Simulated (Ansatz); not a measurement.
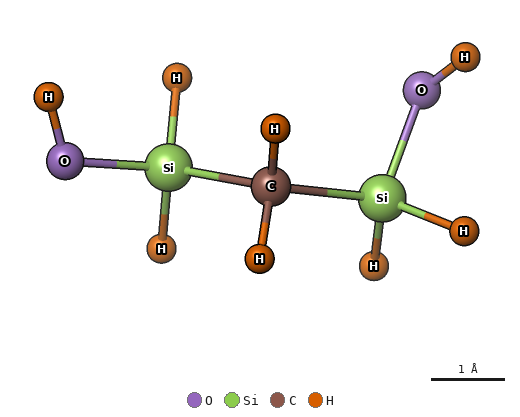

Starting structure of CH₈O₂Si₂ (coarse preliminary run). A ball-and-stick model, seen at a tilt.

The start comes from a force field.

Theory: RKS PBE-D4/def2-SVP (Ansatz 0.2.0).

Input
```yaml
crystal:
  periodic: [false, false, false]
  atoms:
    - {symbol: O, position_ang: [-2.181400, 0.653700, 0.983700]}
    - {symbol: Si, position_ang: [-1.462800, -0.651100, 0.171500]}
    - {symbol: C, position_ang: [0.026100, -0.145300, -0.806700]}
    - {symbol: Si, position_ang: [1.414300, 0.117200, 0.362900]}
    - {symbol: O, position_ang: [2.806600, 0.501700, -0.400900]}
    - {symbol: H, position_ang: [-2.844300, 1.112400, 0.492100]}
    - {symbol: H, position_ang: [-2.543100, -1.109600, -0.750400]}
    - {symbol: H, position_ang: [-1.216300, -1.718500, 1.116100]}
    - {symbol: H, position_ang: [0.296200, -1.017400, -1.539100]}
    - {symbol: H, position_ang: [-0.146500, 0.747600, -1.461900]}
    - {symbol: H, position_ang: [1.664500, -1.114700, 1.157500]}
    - {symbol: H, position_ang: [1.153800, 1.207800, 1.277300]}
    - {symbol: H, position_ang: [2.918300, 1.454900, -0.636900]}
basis:
  gaussian: {orbitals: def2-SVP}
hamiltonian: {xc: pbe, dispersion: d4}
relax: {f_tol: 0.03, max_steps: 200}
```

Run as
```bash
ansatz run in.yaml --threads 4 --pin off --events-out ev --progress --plain --max-ram 10444MiB
```

Q: Predict the outcome.

A: The atom that moves furthest after the best rigid fit is H6 (0.97 Å). Largest moves by element: H 0.97 Å, O 0.63 Å, Si 0.32 Å, C 0.08 Å. Some distances before and after: Si4–H12 1.447 → 1.510 Å, C3–H9 1.170 → 1.112 Å, C3–Si4 1.834 → 1.892 Å, Si4–O5 1.634 → 1.687 Å. Bond angles that change, for instance: O1–Si2–H7 103.0° → 111.3°, O5–Si4–H12 105.8° → 110.8°, O1–Si2–H8 109.1° → 104.5°. Groups turn about Si2–C3 by about 35°, O1–Si2 by about 30°. After 17 accepted moves (20 points after the start) the energy has fallen by 0.410 eV. The largest force component goes from 1.7 to 0.022 eV/Å. The line search rejected the trial steps at points 8, 9, 18 of the run. The forces were under the threshold at step 14, but the run went on from there.

The structure at the end:

```xyz
13

O    -1.9366    0.1821    1.3268
Si   -1.5883   -0.7710   -0.0244
C     0.0300   -0.2252   -0.8339
Si    1.2897    0.4013    0.4312
O     2.8606    0.4535   -0.1815
H    -2.1250    1.1172    1.1378
H    -2.7187   -0.7357   -1.0264
H    -1.4503   -2.1596    0.5220
H     0.4625   -1.0932   -1.3789
H    -0.1682    0.5676   -1.5879
H     1.3772   -0.5433    1.5891
H     0.8541    1.7674    0.9057
H     2.9986    1.0777   -0.9144
```

After the run, drawn alike:

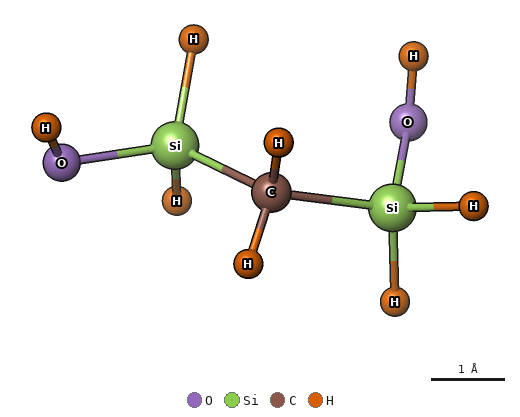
